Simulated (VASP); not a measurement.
Energy against volume of KMgF3 (cubic perovskite). These are PBE GGA, VASP's PBE PAW potentials (set 64) (plane waves; VASP) values and carry that method's errors.

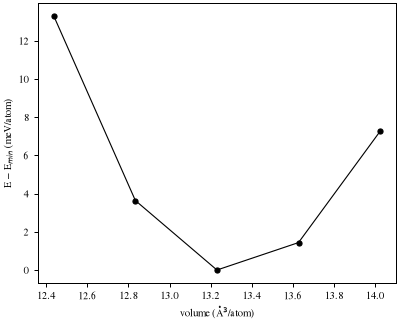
Figure. Energy against volume

Estimate the equilibrium volume and the bulk modulus.

The minimum lies near 13.3 Å³/atom, and the curvature gives B0 of about 67 GPa.

The compound is KMgF3 in the cubic perovskite structure. It was relaxed first.
